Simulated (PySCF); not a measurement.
C$_{2}$H$_{8}$BN$_{2}$Si (doublet)

```xyz
14

C     2.3220    0.1757   -0.2066
Si    0.8364    0.0761    0.8743
C    -0.6409    1.1826    0.2954
N    -1.7252    0.2458    0.0840
B    -1.4656   -1.1101    0.2453
N    -0.1175   -1.3535    0.6598
H     2.3315   -0.1666   -1.2273
H     3.2599    0.5652    0.1454
H     1.1643    0.3153    2.2890
H    -0.9199    1.9327    1.0414
H    -0.4132    1.7191   -0.6313
H    -2.6099    0.6518   -0.1747
H    -2.2598   -1.9504    0.0703
H     0.2373   -2.2842    0.7927
```

Geometry: GFN2-xTB.

Computed with UKS B3LYP, pcH-1 on B C H N Si, non-relativistic, mean-field spin-orbit, GIAO in PySCF 2.14.0, density-fitted response routines.

Question: What will maps of the electron density, electron localisation function and spin density show?

Answer: B–N (1.39 Å): ρ is about 1.4 e/Å³ halfway; the ELF peaks at about 0.90 between the atoms: a polar covalent bond.
C–N (1.45 Å): ρ is about 1.4 e/Å³ halfway; the ELF peaks at about 0.85 between the atoms: a shared electron pair.
Si–N (1.73 Å): ρ at the midpoint is about 0.82 e/Å³; the ELF peaks at about 0.90 between the atoms, as expected for a shared but strongly polarised pair.
N–H (1.00 Å): ρ is about 1.9 e/Å³ halfway; the ELF climbs to about 1 towards the hydrogen, as it does in any bond to H; an ordinary covalent bond to hydrogen.
The unpaired spin (1 electron) lies mostly on C1 (about 0.7) and H7 (about 0.1), in electrons by Hirshfeld's partition.

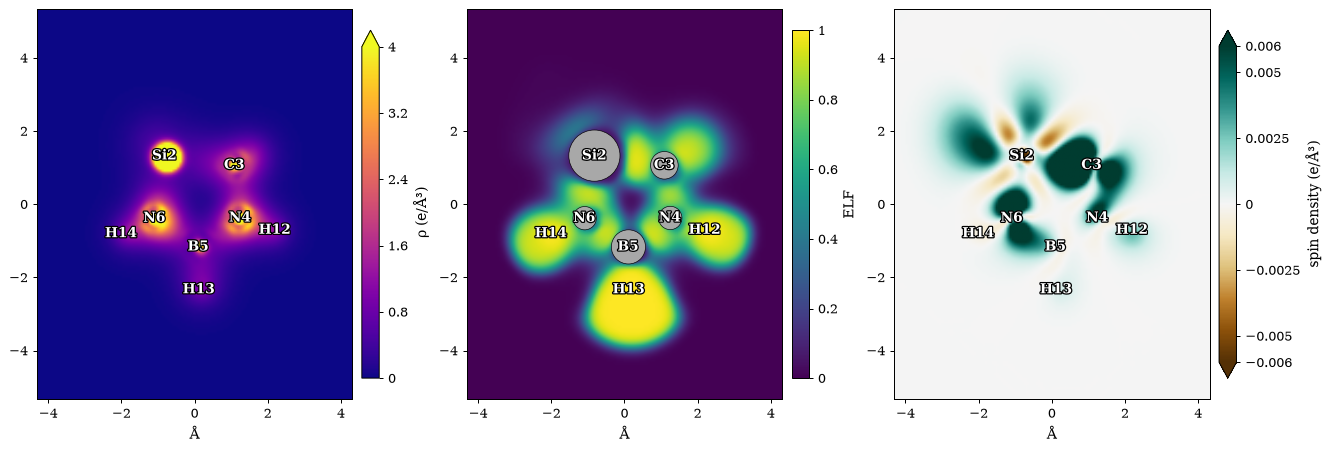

Computed electron density, electron localisation function and spin density on the plane of atoms B5, N4 and H12, in this order. Grey discs cover the atomic cores in the ELF map. 
